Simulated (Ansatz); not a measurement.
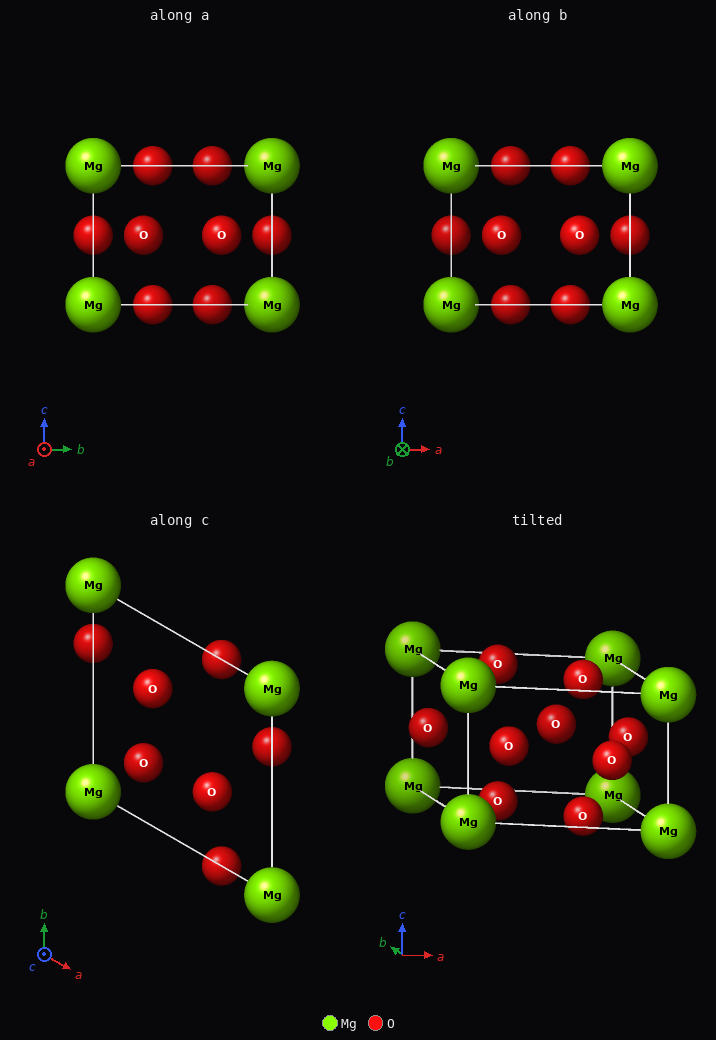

Drawn in the spheres-only manner and seen along the a axis, along the b axis, along the c axis and slightly off an axis. The lines enclose the conventional unit cell; boundary atoms appear with their images.

Lattice parameters: a = 4.8655 Å, b = 4.8655 Å, c = 3.2746 Å, α = 90.000°, β = 90.000°, γ = 120.000°.

### Set out the cell and atoms as a CIF in P1 with every atom of the cell, with free fractional coordinates to two decimals.

```cif
data_structure
_symmetry_space_group_name_H-M 'P 1'
_symmetry_Int_Tables_number 1
_cell_length_a 4.8655
_cell_length_b 4.8655
_cell_length_c 3.2746
_cell_angle_alpha 90.000
_cell_angle_beta 90.000
_cell_angle_gamma 120.000
_cell_volume 67.13
loop_
_atom_site_label
_atom_site_type_symbol
_atom_site_fract_x
_atom_site_fract_y
_atom_site_fract_z
_atom_site_occupancy
Mg1 Mg 0.00 0.00 0.00 1
O1 O 0.72 0.00 0.50 1
O2 O 0.6667 0.3333 0.00 1
O3 O 0.28 0.28 0.50 1
O4 O 0.00 0.72 0.50 1
O5 O 0.3333 0.6667 0.00 1
```

The cell started as a structure type filled with these elements by a generator (whether the compound takes this form wasn't checked). Earlier steps of the study may have refined or changed the cell and positions. It was set up as input for a calculation with Ansatz.
